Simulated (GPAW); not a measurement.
# Work function of 2H-NbTe2 monolayer at several levels, part 2 of 2

How far do functional and basis move the work function of 2H-NbTe2 monolayer?

GPAW 26.7.0; GPAW, PAW setups; layer in a repeated cell with vacuum, relaxation of atoms and in-plane cell (the session's first sound run).

So far, upper work function (eV): step 3 (the slab's potential, PBE, GPAW) 5.03; step 4 (GPAW, PAW setups) 5.33; step 5 (LDA) 5.30; step 6 (revPBE) 4.92.

## (7) OptPBE vdW: xc = "optPBE-vdW"

Level of this step: GPAW, PAW setups; slab in vacuum (GPAW).

The same geometry under optPBE-vdW, to see how far the functional moves the levels against the vacuum (the van der Waals functionals take revPBE setups).

File run.py:

```python
import json
import numpy as np
from ase import Atoms
from gpaw import GPAW, PW

slab = Atoms(
    ['Te', 'Nb', 'Te'],
    positions=[
        [-0.00000, 2.12539, 7.00000],
        [-0.00000, -0.00000, 8.84159],
        [-0.00000, 2.12539, 10.68319]],
    cell=[[3.68128, 0.0, 0.0], [-1.84064, 3.18809, 0.0], [0.0, 0.0, 17.6832]],
    pbc=[True, True, False])

slab.calc = GPAW(mode=PW(400), xc='optPBE-vdW', kpts={'size': (9, 9, 1), 'gamma': True},
                 occupations={'name': 'fermi-dirac', 'width': 0.05}, nbands='160%',
                 convergence={'density': 1e-05}, maxiter=200,
                 poissonsolver={'dipolelayer': 'xy'},
                 symmetry={'tolerance': 1e-3}, txt='slab.txt')
result = {}
energy = slab.get_potential_energy()
fermi = slab.calc.get_fermi_level()
v = slab.calc.get_electrostatic_potential().mean((0, 1)) - fermi
n = slab.calc.get_pseudo_density().mean((0, 1))
L = slab.cell[2, 2]
z = np.arange(len(v)) * L / len(v)
low, high = slab.positions[:, 2].min(), slab.positions[:, 2].max()
below, above = np.interp([low - 4.8, high + 4.8], z, v)
slopes = [np.interp(x, z, np.gradient(v, z)) for x in (low - 4.8, high + 4.8)]
eps = np.array([[slab.calc.get_eigenvalues(k, s) for k in range(len(slab.calc.get_ibz_k_points()))]
                for s in range(slab.calc.get_number_of_spins())]) - fermi
top, bottom = eps[eps < 0].max(), eps[eps > 0].min()
dipole = slab.get_dipole_moment()[2]
print(f'energy {energy:.4f} eV, Fermi level {fermi:.4f} eV, dipole {dipole:.5f} e A')
print(f'potential 4.8 A off the faces, from the Fermi level: lower {below:.4f} eV, upper {above:.4f} eV')
print(f'slope of the potential there: lower {slopes[0]:.5f}, upper {slopes[1]:.5f} eV/A')
print(f'nearest levels on the mesh: {top:.4f} and {bottom:.4f} eV')
print('magnetic moment', round(slab.get_magnetic_moment(), 3))
result.update(energy=energy, fermi=fermi, dipole=dipole, below=below, above=above, slopes=slopes, edges=[top, bottom],
              z=z.tolist(), v=v.tolist(), n=n.tolist(), positions=slab.positions.tolist(),
              forces=slab.get_forces(apply_constraint=False).tolist(), moments=slab.get_magnetic_moments().tolist())
json.dump(result, open('result.json', 'w'))
```

Run with:

```console
OMP_NUM_THREADS=1 OPENBLAS_NUM_THREADS=1 python run.py
```

What it wrote:

```text
energy -61.4929 eV, Fermi level -0.4025 eV, dipole -0.00066 e A
potential 4.8 A off the faces, from the Fermi level: lower 5.2248 eV, upper 5.2272 eV
slope of the potential there: lower -0.00029, upper 0.00029 eV/A
nearest levels on the mesh: -0.0298 and 0.0257 eV
magnetic moment 0.0
```

Wall time 22 s (1 thread of Intel Xeon Platinum 8488C (Sapphire Rapids), shared host); peak memory 0.33 GiB.

This step gave:

| Property | Result |
| --- | --- |
| levels nearest the Fermi level on the mesh | -0.02977, 0.02573 eV from the Fermi level |
| upper work function | 5.227 eV |
| lower work function | 5.225 eV |

Table of electrostatic potential energy of an electron (without an applied field's), less the Fermi level, planar mean by z:

```
z (Å)  electrostatic potential energy of an electron (without an applied field's), less the Fermi level, planar mean (eV)
    0                                                                                                                5.23
    1                                                                                                                5.22
    2                                                                                                                5.22
    3                                                                                                                5.22
    4                                                                                                                5.21
    5                                                                                                                4.96
    6                                                                                                                1.48
    7                                                                                                               -18.3
    8                                                                                                               -3.69
    9                                                                                                               -14.8
   10                                                                                                               -5.28
   11                                                                                                               -12.9
   12                                                                                                                3.62
   13                                                                                                                5.11
   14                                                                                                                5.22
   15                                                                                                                5.23
   16                                                                                                                5.23
   17                                                                                                                5.23
```

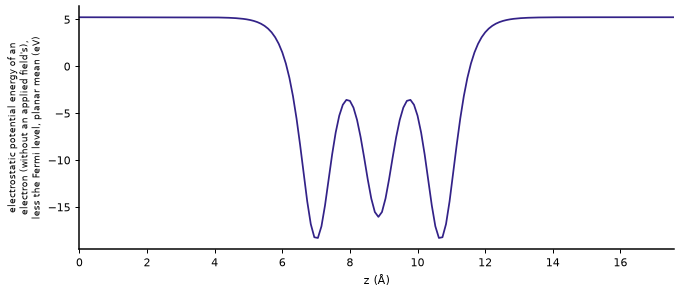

Electrostatic potential energy of an electron (without an applied field's), less the Fermi level, planar mean, plotted against z.

The upper face's work function is 5.227 eV, against 5.026 eV in the first plane-wave PBE run at this geometry.

## (8) Self-consistent run: xc = "RPBE"

The same geometry under RPBE, to see how far the functional moves the levels against the vacuum.

run.py, as its differences from that of step 7:

```diff
@@ -14,3 +14,3 @@
 
-slab.calc = GPAW(mode=PW(400), xc='optPBE-vdW', kpts={'size': (9, 9, 1), 'gamma': True},
+slab.calc = GPAW(mode=PW(400), xc='RPBE', kpts={'size': (9, 9, 1), 'gamma': True},
                  occupations={'name': 'fermi-dirac', 'width': 0.05}, nbands='160%',
```

What it wrote:

```text
energy -16.8999 eV, Fermi level -0.1732 eV, dipole -0.00066 e A
potential 4.8 A off the faces, from the Fermi level: lower 4.9173 eV, upper 4.9197 eV
slope of the potential there: lower -0.00020, upper 0.00020 eV/A
nearest levels on the mesh: -0.0263 and 0.0363 eV
magnetic moment 0.0
```

Run time: 14 s. Hardware: 1 thread; peak memory 0.19 GiB.

This step gave:

| Property | Result |
| --- | --- |
| dipole along the normal | -6.62e-4 e·Å |
| levels nearest the Fermi level on the mesh | -0.02627, 0.03632 eV from the Fermi level |
| upper work function | 4.920 eV |
| lower work function | 4.917 eV |

The upper face's work function is 4.920 eV, against 5.026 eV in the first plane-wave PBE run at this geometry.

## (9) Real-space grid: mode = "fd"

A real-space grid is a second complete basis, so it checks the plane-wave result.

run.py, as its differences from that of step 8:

```diff
@@ -3,3 +3,3 @@
 from ase import Atoms
-from gpaw import GPAW, PW
+from gpaw import GPAW
 
@@ -14,3 +14,3 @@
 
-slab.calc = GPAW(mode=PW(400), xc='RPBE', kpts={'size': (9, 9, 1), 'gamma': True},
+slab.calc = GPAW(mode='fd', h=0.18, xc='PBE', kpts={'size': (9, 9, 1), 'gamma': True},
                  occupations={'name': 'fermi-dirac', 'width': 0.05}, nbands='160%',
```

What it wrote:

```text
energy -18.0550 eV, Fermi level -5.0276 eV, dipole -0.00017 e A
potential 4.8 A off the faces, from the Fermi level: lower 5.0263 eV, upper 5.0288 eV
slope of the potential there: lower -0.00026, upper 0.00026 eV/A
nearest levels on the mesh: -0.0264 and 0.0334 eV
magnetic moment 0.0
```

It took 43 s on 1 thread; peak memory 0.34 GiB.

Numbers from this step:

```
dipole along the normal                    : -1.65e-4 e·Å
levels nearest the Fermi level on the mesh : -0.02643, 0.03344 eV from the Fermi level
upper work function                        : 5.029 eV
lower work function                        : 5.026 eV
```

The upper face's work function is 5.029 eV, against 5.026 eV in the first plane-wave PBE run at this geometry.

## (10) Atomic orbitals: mode = "lcao"

Atom-centred orbitals end a few angstrom from the surface, which tests how much the density's tail matters.

run.py, as its differences from that of step 9:

```diff
@@ -14,4 +14,4 @@
 
-slab.calc = GPAW(mode='fd', h=0.18, xc='PBE', kpts={'size': (9, 9, 1), 'gamma': True},
-                 occupations={'name': 'fermi-dirac', 'width': 0.05}, nbands='160%',
+slab.calc = GPAW(mode='lcao', basis='dzp', h=0.18, xc='PBE', kpts={'size': (9, 9, 1), 'gamma': True},
+                 occupations={'name': 'fermi-dirac', 'width': 0.05}, nbands='120%',
                  convergence={'density': 1e-05}, maxiter=200,
```

What it wrote:

```text
energy -17.0214 eV, Fermi level -4.9757 eV, dipole -0.00017 e A
potential 4.8 A off the faces, from the Fermi level: lower 4.9745 eV, upper 4.9770 eV
slope of the potential there: lower -0.00000, upper 0.00000 eV/A
nearest levels on the mesh: -0.0261 and 0.0333 eV
magnetic moment 0.0
```

Elapsed: 58 s, on 1 thread; peak memory 0.25 GiB.

Numbers from this step:

- levels nearest the Fermi level on the mesh: -0.02610, 0.03330 eV from the Fermi level
- upper work function: 4.977 eV
- lower work function: 4.975 eV

The upper face's work function is 4.977 eV, against 5.026 eV in the first plane-wave PBE run at this geometry.

## (11) Cost and result by level

Times are for 1 thread of Intel Xeon Platinum 8488C (Sapphire Rapids), shared host. The runs compared:

```csv
no.,run,upper work function (eV),lower work function (eV),time,memory (GiB)
1,pw,5.026,5.023,14 s,0.19
2,vdW DF2,5.326,5.323,23 s,0.33
3,LDA,5.301,5.298,13 s,0.18
4,revPBE,4.924,4.921,14 s,0.19
5,optPBE vdW,5.227,5.225,22 s,0.33
6,RPBE,4.920,4.917,14 s,0.19
7,fd,5.029,5.026,43 s,0.34
8,lcao,4.977,4.975,58 s,0.25
```

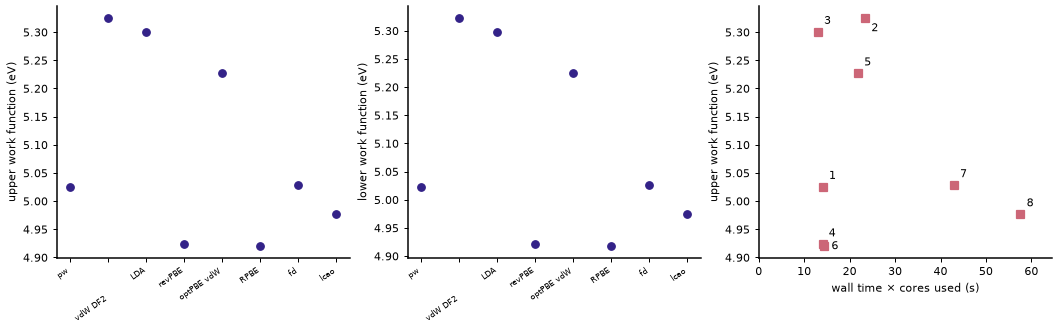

The series as plots; the last panel sets the first result against cost, with the runs numbered as in the table.

## (12) Side by side

Results and costs are gathered.

This step: comparison of work functions, dipole and cost (GPAW 26.7.0).

Ladder, by row:

| step | code | work function, upper (eV) | work function, lower (eV) | dipole (e Å) | wall time (s) | peak memory (GiB) | threads |
| --- | --- | --- | --- | --- | --- | --- | --- |
| pw | GPAW | 5.026 | 5.023 | -6.65e-4 | 14.09 | 0.19 | 1 |
| vdW-DF2 | GPAW | 5.326 | 5.323 | -6.63e-4 | 23.41 | 0.33 | 1 |
| LDA | GPAW | 5.301 | 5.298 | -6.74e-4 | 12.99 | 0.18 | 1 |
| revPBE | GPAW | 4.924 | 4.921 | -6.63e-4 | 14.03 | 0.19 | 1 |
| optPBE-vdW | GPAW | 5.227 | 5.225 | -6.63e-4 | 21.84 | 0.33 | 1 |
| RPBE | GPAW | 4.92 | 4.917 | -6.62e-4 | 14.34 | 0.19 | 1 |
| fd | GPAW | 5.029 | 5.026 | -1.65e-4 | 42.93 | 0.34 | 1 |
| lcao | GPAW | 4.977 | 4.975 | -1.65e-4 | 57.58 | 0.25 | 1 |

## (13) Outcome

| Quantity | Value |
| --- | --- |
| work function, both faces | 5.03 eV |
| dipole along the normal | -6.6e-4 e Å, near the numerical noise |

What this shows: With plane waves and PBE the work function is 5.03 eV on the upper face and 5.02 eV on the lower. Over the sound runs of the table the upper face's work function spans 4.920 (RPBE) to 5.326 eV (vdW-DF2). The starting lattice was a guess from atomic radii; the relaxation moved it by -6 %. The small printed dipole stands for a step of 10 meV from the lower to the upper face, and the probes find 2.4 meV; values this small are near the numerical noise of both. The cell holds an odd number of electrons, so without spin polarisation it must come out metallic and without a moment, whatever its true state. The layer's cell and atoms come from the relaxation; spin-orbit coupling and temperature are left out.

[Logs are printed without paths, hosts, clocks, repeated set-up lines and the standing remarks that a program may print on its own settings, such as how far it seeks lower states.]

[Hosts, paths, dates, database ids (printed as entryN), source tags and the programs' standing remarks are cut or masked in the printed files.]
